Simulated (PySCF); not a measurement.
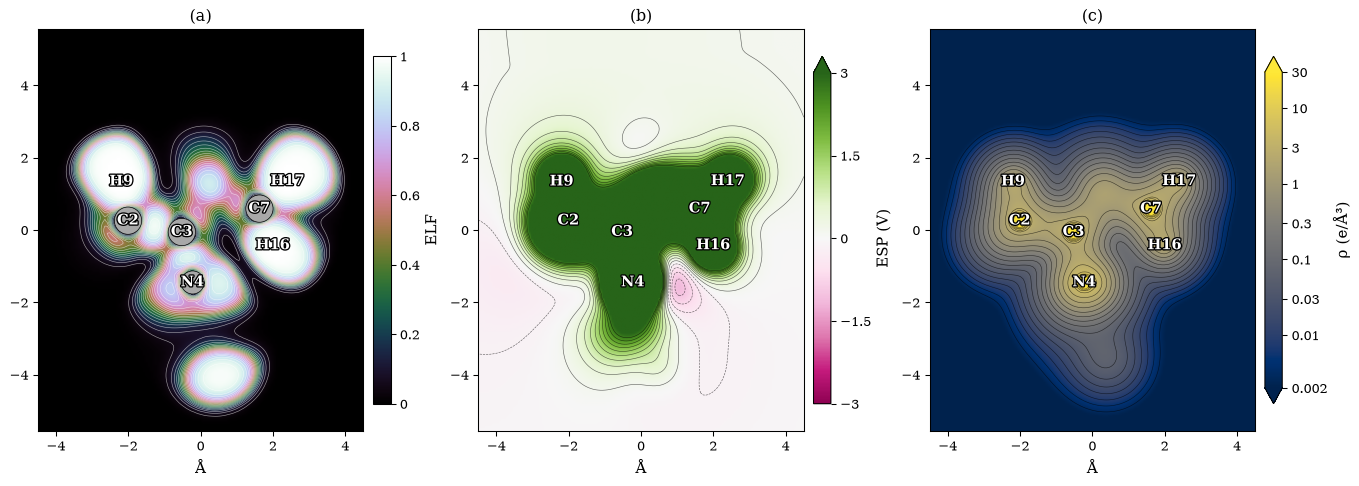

The picture shows: C₅H₁₀FNSi. (a) electron localisation function; (b) electrostatic potential; (c) total electron density on the plane of atoms C2, C3 and N4. Grey discs cover the atomic cores in the ELF map.

Geometry: GFN2-xTB.

The calculation used CAM-B3LYP/def2-SVPD, SCF density, gas phase in PySCF 2.14.0.

```yaml
atoms:
  - { symbol: F, position_ang: [-0.6201, 0.2236, -2.7019] }
  - { symbol: C, position_ang: [-0.7827, -0.6130, -1.6192] }
  - { symbol: C, position_ang: [-0.3775, 0.0976, -0.3380] }
  - { symbol: N, position_ang: [0.9891, 0.5046, -0.3074] }
  - { symbol: Si, position_ang: [2.2895, -0.5371, 0.1236] }
  - { symbol: C, position_ang: [-1.4321, 0.9428, 0.3244] }
  - { symbol: C, position_ang: [-0.8514, 0.8935, 1.7019] }
  - { symbol: C, position_ang: [-1.0482, -0.3668, 0.9175] }
  - { symbol: H, position_ang: [-1.8366, -0.9073, -1.6039] }
  - { symbol: H, position_ang: [-0.1433, -1.4835, -1.7997] }
  - { symbol: H, position_ang: [1.1675, 1.2345, -0.9822] }
  - { symbol: H, position_ang: [3.4186, 0.3694, 0.3178] }
  - { symbol: H, position_ang: [2.6362, -1.5590, -0.8791] }
  - { symbol: H, position_ang: [1.8644, -1.2139, 1.3478] }
  - { symbol: H, position_ang: [-2.3412, 1.3622, -0.0504] }
  - { symbol: H, position_ang: [0.1544, 1.2578, 1.8599] }
  - { symbol: H, position_ang: [-1.5259, 1.0724, 2.5298] }
  - { symbol: H, position_ang: [-1.5695, -1.2715, 1.1474] }
```

### Read the bonding off the picture.

- The plane passes through C, N and H nuclei.
- C–N (1.43 Å): the density is about 2 e/Å³ at the midpoint; the ELF peaks at about 0.95 between the atoms: a shared electron pair.
- C–H (1.09 Å): ρ at the midpoint is about 2 e/Å³; the ELF climbs to about 1 towards the hydrogen, as it does in any bond to H: an ordinary covalent bond to hydrogen.
- The ELF also peaks beside N4, away from the bonds: lone-pair regions.
- Outside the dense part of the molecule the potential is most negative (−1.1 V) near N4.
